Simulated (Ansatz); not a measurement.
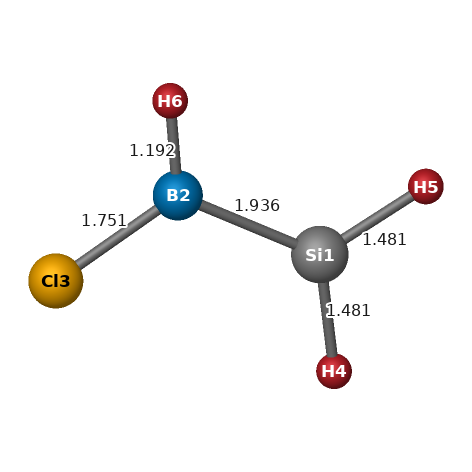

Bond lengths are marked in Å; every bond is drawn as one stick. Charge 0, doublet. The geometry was computed by an optimisation with PBE0-D4/def2-TZVP. No frequency run is at hand to confirm it as a minimum.

**Assign a bond order to each marked bond.**

Si1–B2 single; Si1–H4 single; Si1–H5 single; B2–Cl3 single; B2–H6 single. This is one Lewis structure.

**Give the structure as SMILES.**

[SiH2]BCl
